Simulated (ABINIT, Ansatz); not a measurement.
**A GW run on BaTiO3 (P4mm) in ABINIT, with inputs changed**

A base run on BaTiO3 (P4mm), then changed inputs.

Program: ABINIT 10.8.3. Level of theory: PBE and many-body steps on it, plane waves. Results are calculated unless marked as measured.

**1. Set-up**

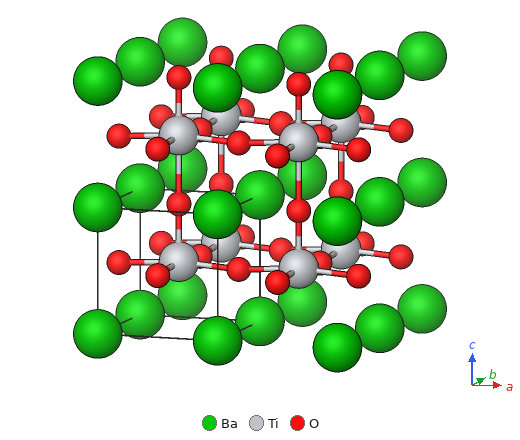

The starting structure, seen slightly off an axis (barium green, titanium light grey, oxygen red). 2×2×2 cells are drawn. Some periodic images of atoms are drawn too.

Coordinates:

```cif
data_structure
_symmetry_space_group_name_H-M 'P4mm'
_symmetry_Int_Tables_number 99
_cell_length_a 3.9905
_cell_length_b 3.9905
_cell_length_c 4.0230
_cell_angle_alpha 90.000
_cell_angle_beta 90.000
_cell_angle_gamma 90.000
_cell_volume 64.06
loop_
_atom_site_label
_atom_site_type_symbol
_atom_site_symmetry_multiplicity
_atom_site_Wyckoff_symbol
_atom_site_fract_x
_atom_site_fract_y
_atom_site_fract_z
_atom_site_occupancy
Ba1 Ba 1 a 0.00000 0.00000 0.00000 1
Ti1 Ti 1 b 0.50000 0.50000 0.52200 1
O1 O 1 b 0.50000 0.50000 0.97900 1
O2 O 2 c 0.50000 0.00000 0.48800 1
```

The cell and positions come from the Crystallography Open Database and are kept as given unless a step says otherwise. Spin-orbit coupling is left out unless a step names it.

**2. Screening, 4×4×4 mesh, 140 bands, screening to 141.5 eV**

This step: ABINIT 10.8.3; RPA screening on PBE, plane waves, norm-conserving pseudopotentials.

The RPA dielectric matrix is built and inverted for each q.

The input, run.abi:

```
acell 3*1.0 Angstrom
rprim 
  3.990480000000 0.000000000000 0.000000000000
  0.000000000000 3.990480000000 0.000000000000
  0.000000000000 0.000000000000 4.023030000000
ntypat 3
znucl 56 22 8
natom 5
typat 1 2 3 3 3
xred 
  0.000000000000 0.000000000000 0.000000000000
  0.500000000000 0.500000000000 0.522000000000
  0.500000000000 0.500000000000 0.979000000000
  0.500000000000 0.000000000000 0.488000000000
  0.000000000000 0.500000000000 0.488000000000
pp_dirpath "pseudos"
pseudos "Ba.upf, Ti.upf, O.upf"
ecut 38
ngkpt 4 4 4
nshiftk 1
shiftk 0 0 0
kptopt 1
chksymbreak 0
istwfk *1
occopt 1
irdwfk 1
optdriver 3
nband 140
ecuteps 5.2
inclvkb 2
awtr 1
symchi 1
indata_prefix "in"
outdata_prefix "out"
tmpdata_prefix "tmp"
```

The run is started by

```sh
OMP_NUM_THREADS=1 mpirun -n 4 abinit run.abi > log
```

The log of the run:

```text
.Version 10.8.3 of ABINIT. v10.8.2 released Aug 2026.

 Symmetries : space group P4 m m (# 99); Bravais tP (primitive tetrag.)
[... echo of the input left out ...]
== DATASET  1 ==================================================================
-   mpi_nproc: 4, omp_nthreads: 1 (-1 if OMP is not activated)

--- !DatasetInfo
iteration_state: {dtset: 1, }
dimensions: {natom: 5, nkpt: 18, mband: 140, nsppol: 1, nspinor: 1, nspden: 1, mpw: 4868, }
cutoff_energies: {ecut:  38.0, pawecutdg:  -1.0, }
electrons: {nelect:   4.00000000E+01, charge:   0.00000000E+00, occopt:   1.00000000E+00, tsmear:   1.00000000E-02, }

 SCREENING: Calculation of the susceptibility and dielectric matrices

 Based on a program developped by R.W. Godby, V. Olevano, G. Onida, and L. Reining.
 Incorporated in ABINIT by V. Olevano, G.-M. Rignanese, and M. Torrent.
.Using double precision arithmetic ; gwpc =  8

[... cell and pseudopotentials left out ...]
--------------------------------------------------------------------------------

 ==== K-mesh for the wavefunctions ====
 Number of points in the irreducible wedge :    18
[... list of points left out ...]
 Together with  8 symmetry operations and time-reversal symmetry
 yields    64 points in the full Brillouin Zone.

 ==== Q-mesh for the screening function ====
 Number of points in the irreducible wedge :    18
[... list of points left out ...]
 Together with  8 symmetry operations and time-reversal symmetry
 yields    64 points in the full Brillouin Zone.

 setmesh: FFT mesh size selected  =    30x   30x   30
          total number of points  =        27000

 vcoul_init : cutoff-mode = AUXILIARY_FUNCTION
 q-points for optical limit:   1
     1)      0.000010    0.000020    0.000030

- screening: taking advantage of time-reversal symmetry
- Maximum band index for partially occupied states nbvw = 20
- Remaining bands to be divided among processors   nbcw = 120
- Number of bands treated by each node ~30

 Number of electrons calculated from density =   40.0000; Expected =   40.0000
 average of density, n =  0.092525
 r_s =    1.3716
 omega_plasma =   29.3417 [eV]

 calculating chi0 at frequencies [eV] :
  1    0.000000E+00    0.000000E+00
  2    0.000000E+00    2.934172E+01

--------------------------------------------------------------------------------
  q-point number  1        q = ( 0.000000, 0.000000, 0.000000) [r.l.u.]
--------------------------------------------------------------------------------
[... chi0 elements left out ...]
 For q-point:  0.000010 0.000020 0.000030
  dielectric constant =   5.8014
  dielectric constant without local fields =   6.4321

  Average fulfillment of the sum rule on Im[epsilon] for q-point    1 :     68.46  [%]
[... wings left out ...]
  q-point number  2        q = ( 0.250000, 0.000000, 0.000000) [r.l.u.]
--------------------------------------------------------------------------------
[... chi0 elements left out ...]
  Average fulfillment of the sum rule on Im[epsilon] for q-point    2 :     79.20  [%]

 [... 16 further q-points ...]
```

Run time: 4.2 min. Hardware: 4 MPI ranks of Arm Neoverse V1, shared host; peak memory 2.1 GiB; 17 min of CPU time.

This step gave:

| Property | Result |
| --- | --- |
| ε∞ with local fields, on this mesh, along the program's q direction | 5.801 |
| the same without local fields | 6.432 |
| plasma frequency | 29.34 eV |
| plane waves in the screening matrix | 251 |

Local fields lower ε∞ by 10 %. On a Γ-centred mesh this coarse the value itself is usually too large, while a short band sum pulls it down.

**3. Base**

The self-energy is evaluated for the states that the input lists, and the levels follow from it, in one-shot runs by the linearised quasiparticle equation.

This step: G0W0 on PBE, plane waves, norm-conserving pseudopotentials.

run.abi: that of step 2 with these lines changed.

```diff
@@ -26,8 +26,17 @@
 irdwfk 1
-optdriver 3
+optdriver 4
 nband 140
+gwcalctyp 0
+ecutsigx 38
+symsigma 1
+nkptgw 2
+kptgw 
+  0.5000000000 0.5000000000 0.5000000000
+  0.0000000000 0.0000000000 0.0000000000
+bdgw 
+  18 23
+  19 23
 ecuteps 5.2
-inclvkb 2
-awtr 1
-symchi 1
+irdscr 1
+ppmodel 1
 indata_prefix "in"
```

The log of the run:

```text
.Version 10.8.3 of ABINIT. v10.8.2 released Aug 2026.

 Symmetries : space group P4 m m (# 99); Bravais tP (primitive tetrag.)
[... echo of the input left out ...]
== DATASET  1 ==================================================================
-   mpi_nproc: 4, omp_nthreads: 1 (-1 if OMP is not activated)

--- !DatasetInfo
iteration_state: {dtset: 1, }
dimensions: {natom: 5, nkpt: 18, mband: 140, nsppol: 1, nspinor: 1, nspden: 1, mpw: 4868, }
cutoff_energies: {ecut:  38.0, pawecutdg:  -1.0, }
electrons: {nelect:   4.00000000E+01, charge:   0.00000000E+00, occopt:   1.00000000E+00, tsmear:   1.00000000E-02, }

 SIGMA: Calculation of the GW corrections

 Based on a program developped by R.W. Godby, V. Olevano, G. Onida, and L. Reining.
 Incorporated in ABINIT by V. Olevano, G.-M. Rignanese, and M. Torrent.
.Using double precision arithmetic ; gwpc =  8

[... cell and pseudopotentials left out ...]
--------------------------------------------------------------------------------

 ==== K-mesh for the wavefunctions ====
 Number of points in the irreducible wedge :    18
[... list of points left out ...]
 Together with  8 symmetry operations and time-reversal symmetry
 yields    64 points in the full Brillouin Zone.

 ==== Q-mesh for screening function ====
 Number of points in the irreducible wedge :    18
[... list of points left out ...]
 Together with  8 symmetry operations and time-reversal symmetry
 yields    64 points in the full Brillouin Zone.

 vcoul_init : cutoff-mode = AUXILIARY_FUNCTION
 q-points for optical limit:   1
     1)      0.000010    0.000020    0.000030
 setmesh: FFT mesh size selected  =    45x   45x   45
          total number of points  =        91125

 Number of electrons calculated from density =   40.0000; Expected =   40.0000
 average of density, n =  0.092525
 r_s =    1.3716
 omega_plasma =   29.3417 [eV]

 === KS Band Gaps ===
  >>>> For spin  1
   Minimum direct gap =   2.2217 [eV], located at k-point      :   0.0000  0.0000  0.0000
   Fundamental gap    =   1.8512 [eV], Top of valence bands at :   0.5000  0.5000  0.5000
                                       Bottom of conduction at :   0.0000  0.0000  0.0000
 SIGMA fundamental parameters:
 PLASMON POLE MODEL  1
 number of plane-waves for SigmaX                 4865
 number of plane-waves for SigmaC and W            251
 number of plane-waves for wavefunctions          4865
 number of bands                                   140
 number of independent spin polarizations            1
 number of spinorial components                      1
 number of k-points in IBZ                          18
 number of q-points in IBZ                          18
 number of symmetry operations                       8
 number of k-points in BZ                           64
 number of q-points in BZ                           64
 number of frequencies for dSigma/dE                 9
 frequency step for dSigma/dE [eV]                0.25
 number of omega for Sigma on real axis              0
 max omega for Sigma on real axis  [eV]           0.00
 zcut for avoiding poles [eV]                     0.10

 EPSILON^-1 parameters (SCR file):
 dimension of the eps^-1 matrix on file            251
 dimension of the eps^-1 matrix used               251
 number of plane-waves for wavefunctions          4865
 number of bands                                   140
 number of q-points in IBZ                          18
 number of frequencies                               2
 number of real frequencies                          1
 number of imag frequencies                          1

 matrix elements of self-energy operator (all in [eV])

 Perturbative Calculation

--- !SelfEnergy_ee
iteration_state: {dtset: 1, }
kpoint     : [   0.500,    0.500,    0.500, ]
spin       : 1
KS_gap     :    4.248
QP_gap     :    6.080
Delta_QP_KS:    1.832
data: !SigmaeeData |
     Band     E0 <VxcDFT>   SigX SigC(E0)      Z dSigC/dE  Sig(E)    E-E0       E
       18   6.542 -19.963 -24.993   4.955   0.766  -0.306 -20.021  -0.057   6.484
       19   6.542 -19.963 -24.993   4.955   0.766  -0.306 -20.021  -0.057   6.484
       20   6.718 -20.008 -25.051   5.008   0.764  -0.309 -20.034  -0.027   6.691
       21  10.965 -21.853 -13.090  -6.336   0.744  -0.344 -20.048   1.805  12.771
       22  10.977 -21.854 -13.211  -6.171   0.743  -0.345 -20.017   1.837  12.815
       23  10.977 -21.854 -13.211  -6.171   0.743  -0.345 -20.017   1.837  12.815

--- !SelfEnergy_ee
iteration_state: {dtset: 1, }
kpoint     : [   0.000,    0.000,    0.000, ]
spin       : 1
KS_gap     :    2.222
QP_gap     :    3.741
Delta_QP_KS:    1.519
data: !SigmaeeData |
     Band     E0 <VxcDFT>   SigX SigC(E0)      Z dSigC/dE  Sig(E)    E-E0       E
       19   6.347 -20.006 -24.534   4.475   0.771  -0.298 -20.047  -0.042   6.306
       20   6.347 -20.006 -24.534   4.475   0.771  -0.298 -20.047  -0.042   6.306
       21   8.569 -18.775 -11.365  -5.517   0.781  -0.281 -17.297   1.477  10.046
       22   8.936 -19.060 -12.059  -5.074   0.779  -0.284 -17.559   1.502  10.438
       23   8.936 -19.060 -12.059  -5.074   0.779  -0.284 -17.559   1.502  10.438

== END DATASET(S) ==============================================================
================================================================================

 -outvars: echo values of variables after computation  --------
           etotal      0.0000000000E+00
            nband         140
             nkpt          18
          spgroup          99
 [... the other variables as echoed above ...]

 Calculation completed.
```

Elapsed: 28 s, on 4 MPI ranks; peak memory 1.8 GiB.

Numbers from this step:

* G0W0 gap on the points computed: 3.355 eV
* starting gap on the mesh: 1.851 eV
* k of the valence top: 0.5, 0.5, 0.5
* k of the conduction bottom: 0, 0, 0
* Z at the valence top: 0.764
* Z at the conduction bottom: 0.781
* least direct G0W0 gap on the computed points: 3.740 eV

The gap on the mesh goes from 1.85 eV to 3.35 eV, a correction of +1.50 eV.

[end of part 1 of 2]

[Paths, hosts, dates, memory and timing lines, banners, echoed tables and standing remarks are left out of the program output.]

[Logs are printed without paths, hosts, clocks, repeated set-up lines and the standing remarks that a program may print on its own settings, such as how far it seeks lower states.]

[Runs of the session that timed out or met a known fault of the program may be left out.]

[Hosts, paths, dates, database ids (printed as entryN), source tags and the programs' standing remarks are cut or masked in the printed files.]

[G0W0 gaps are taken among the corrected bands and points alone; a level outside them can change the order at an edge.]

[Where Ansatz stands beside ABINIT at settings called matched, ABINIT's density can come from a denser mesh and the files from another edition; pairs whose starting gaps differed by over 0.03 eV were left out, so agreement reads better than it is.]
